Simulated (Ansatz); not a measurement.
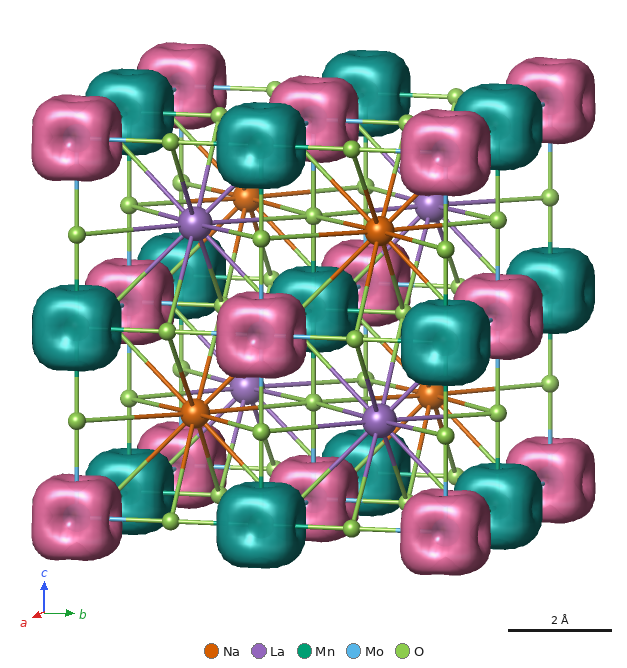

Figure 1: NaLaMnMoO6. Isosurfaces of the spin density (up minus down) at +0.08 (teal) and −0.08 e/Å³ (pink), seen slightly off an axis. Sticks mark near contacts.

Space group F-43m; a generated structure, not necessarily the stable one; computed pressure about 20 GPa in this cell; the program warned that a starting moment wasn't kept; spin-polarised.

Theory: Kohn-Sham DFT of a periodic cell, PBE, Ansatz PAW (Ansatz 0.2.0).

In a PAW calculation such maps are meaningful between the atoms, not at the nuclei.

Question: Which atoms carry the moments, and with what signs?

Answer: The spin density sits on Mn: +1.5 μB (×4); Mo: −0.4 μB (×4) in one cell of 40 atoms: ferrimagnetic (opposed moments on unlike sites) in this solution. The cell of the calculation (10 atoms) carries 1.0 μB of net spin moment.
